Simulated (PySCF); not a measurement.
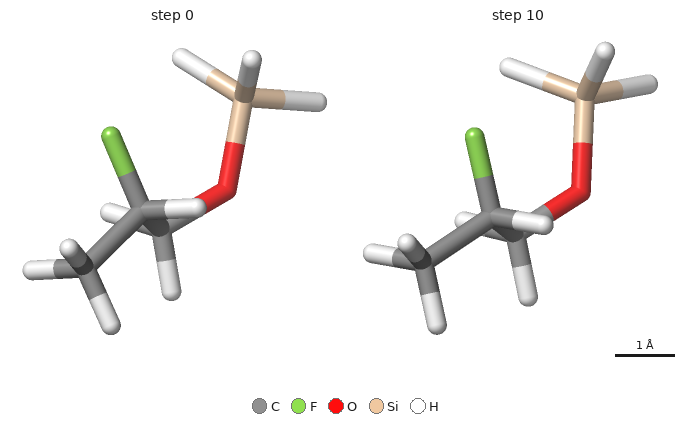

The structure of C₃H₉FOSi before (left) and after (right) a relaxation, at one scale.

A stick model, seen from a free direction.

The start comes from GFN2-xTB.

Computed with PySCF 2.14.0, density-fitted response routines, PBE0-D3(BJ)/def2-SVP geometry optimisation, gas phase. 

**Describe what moved and what it gained.**

The atom that moves furthest after the best rigid fit is an H atom (0.49 Å). Largest moves by element: H 0.49 Å, F 0.32 Å, O 0.21 Å, C 0.20 Å, Si 0.07 Å. Among the contacts that change: O–Si 1.628 → 1.673 Å, H–Si 1.455 → 1.491 Å, C–C 1.528 → 1.513 Å, C–H 1.086 → 1.100 Å. Among the angles between lasting bonds that change: O–Si–H 97.6° → 105.5°, H–Si–H 112.8° → 108.6°, H–Si–H 114.0° → 109.8°. The energy falls by 0.186 eV in 10 geometry steps. The largest force component goes from 0.87 to 0.022 eV/Å. The run took roughly 60 core-seconds on a shared host.
